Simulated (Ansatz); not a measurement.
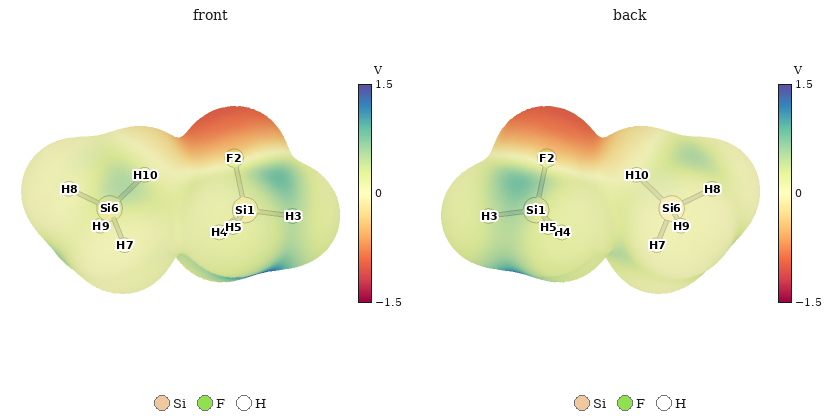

The picture shows: FH3Si···SiH4. The electrostatic potential painted on the density surface at 0.001 e/bohr³, seen from the front and from behind; the colour scale runs from red (negative) to blue (positive).

These are results of Ansatz, RKS PBE0/def2-SVP, not measurements.

The calculation's input:

```
crystal:
  periodic: [false, false, false]
  atoms:
    - { symbol: Si, position_ang: [0.355732, -0.015419, -0.094331] }
    - { symbol: F, position_ang: [0.707755, 0.017978, 1.476945] }
    - { symbol: H, position_ang: [1.652866, 0.029075, -0.82824] }
    - { symbol: H, position_ang: [-0.461075, 1.172935, -0.467275] }
    - { symbol: H, position_ang: [-0.355234, -1.279985, -0.418131] }
    - { symbol: Si, position_ang: [-2.792913, 0.013927, 1.26741] }
    - { symbol: H, position_ang: [-2.913298, -0.88274, 0.080575] }
    - { symbol: H, position_ang: [-3.69554, -0.484023, 2.349187] }
    - { symbol: H, position_ang: [-3.206744, 1.39507, 0.87955] }
    - { symbol: H, position_ang: [-1.404047, 0.033182, 1.755211] }
basis:
  gaussian: { orbitals: def2-SVP }
hamiltonian:
  xc: pbe0
relax:
  f_tol: 0.03
  max_steps: 50
output:
  orbitals: {}
```

Launched as:

```sh
ansatz run input.yaml --threads 2 --pin off --max-ram 3072MiB --backend cpu --events-out ev --progress --plain --runs-dir out
```

The fields are those of the run's last geometry, not of the input's.

**Describe the electrostatic potential map.**

The most negative region (about −1.0 V) lies over F2, the most positive (about +1.4 V) over Si1.
